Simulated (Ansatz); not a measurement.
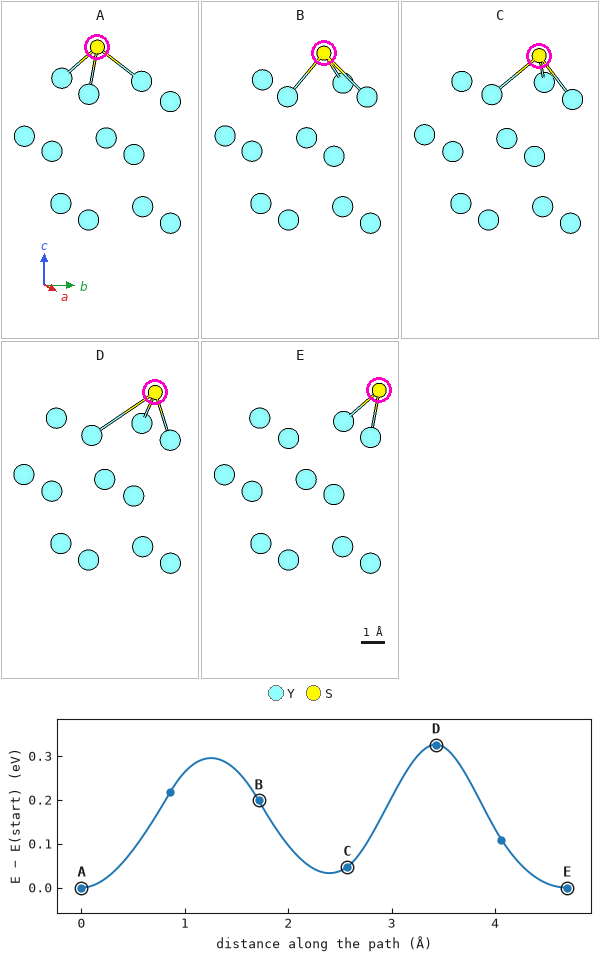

NEB run on S on Y(0001) (13 atoms in the cell). Images are numbered from 0 (start) to 6 (end). Frames A to E are images 0, 2, 3, 4, 6. The picture is a ball-and-stick view of the simulation cell, with the vacuum cut short (origin moved), seen slightly off an axis. The moving atom is ringed, with any periodic copies. Bonds to atoms that aren't drawn are left out.

These are results of DFT PBE-D3(BJ), scalar-relativistic, plane waves, PAW (Ansatz 0.2.0), not measurements. Run with plane-wave cutoff 420 eV; k-point mesh 3 × 3 × 1; Gaussian smearing 0.05 eV; 4 atoms held fixed; 5 movable images; climbing image; force threshold 0.05 eV/Å; iteration limit 80; spring constant 2.0 eV/Å²; starting path by image-dependent pair potential.

Describe the mechanism and the energy profile.

Answer. The adsorbate starts on a bridge site and hops by a lattice vector of the surface; other mechanisms, such as exchange with a surface atom, weren't searched. The path has more than one stage, and so few images may leave a stage unresolved. The S atom travels furthest, 3.65 Å from end to end, on a path that bends up to 1.00 Å away from the straight line. At the highest image its nearest neighbour (Y) is 2.57 Å away, against 2.66 Å at the start, and the surrounding atoms stand up to 0.20 Å off the mean of their end positions. The two ends have the same energy, and the highest point, image 4, lies 0.33 eV above the start. The profile has 2 maxima (images 1, 4) with a dip at image 3 (+0.05 eV), so the process runs in steps. The band converged in 10 iterations. The largest component of the band force went from 1.4 to 0.013 eV/Å. The climbing image converged on the top of the path. A check of its curvatures found one unstable direction (−1.4 eV/Å²), as a transition state must have.

Limits of the set-up: the periodic images lie only 7.3 Å apart, so the values are limited by the cell's size.

Cost: 10 min on 4 threads of Intel(R) Xeon(R) Platinum 8488C (Sapphire Rapids), with other jobs on the host, peak memory 3 GiB.
